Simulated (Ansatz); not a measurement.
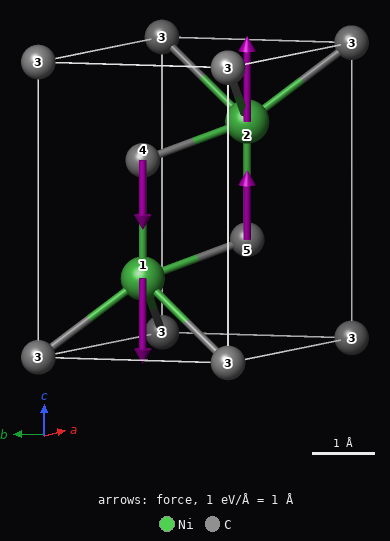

Starting geometry of a crystal of Ni$_{2}$C$_{3}$ (built on the A-type sesquioxide_164 type) (coarse preliminary run) with the computed forces as purple arrows. Style: ball-and-stick. Shown: the cell of the calculation, from a free direction.

Case: A-type sesquioxide type (P-3m1, No. 164).

All numbers below come from DFT PBE, scalar-relativistic, plane waves, PAW in Ansatz. (plane-wave cutoff 420 eV; k-point mesh 6 × 6 × 4; occupations gaussian; smearing width 0.1 eV; no spin polarisation; cell and atoms relaxed; force threshold 0.04 eV/Å; at most 70 steps)

Question: Is this structure relaxed? If not, where do the atoms go?

Answer: It isn't relaxed: the largest force vector, on Ni atoms, is 1.41 eV/Å. The atoms end up moving mostly along the starting forces (cosine between the two patterns 0.95). The largest moves relative to the cell, 1.18 Å, are those of C4 and C5. C4 goes along −c. Largest moves by element: C 1.18 Å, Ni 0.78 Å. Cell: a = b 3.128 → 2.560 Å (−18.1 %), c 4.866 → 8.099 Å (+66.4 %). Volume +11.5 %. Among the contacts that change: Ni1–C5 1.883 → 3.209 Å, Ni1–C4 1.946 → 2.838 Å, C4–C5 2.292 → 1.478 Å, Ni1–C3 2.164 → 1.908 Å. New bonds form: C4–C5 (2.29 → 1.48 Å). Bonds break: Ni1–C4 (1.95 → 2.84 Å), Ni1–C5 (1.88 → 3.21 Å), Ni2–C4 (1.88 → 3.21 Å), Ni2–C5 (1.95 → 2.84 Å). Bond angles that change, for instance: Ni1–C3–Ni1 92.6° → 84.3°, C3–Ni1–C3 92.6° → 84.3°, Ni1–C3–Ni2 87.4° → 95.7°. The space group stays P-3m1 (No. 164). After 24 accepted moves (30 points after the start) the energy has fallen by 1185 meV per atom. Largest force component: 1.4 eV/Å at the start, 0.0021 eV/Å at the end. Pressure: 14.24 GPa at the start and 0.01 GPa at the end. The line search rejected the trial steps at points 9, 24 of the run. At 4 points the geometry stayed and the basis and grid were re-selected for the new cell (energy shift of 89.8 meV per atom at most each time). The run took 63 s on 1 thread of Arm Neoverse V2, on a shared host, peak memory 0.32 GiB.
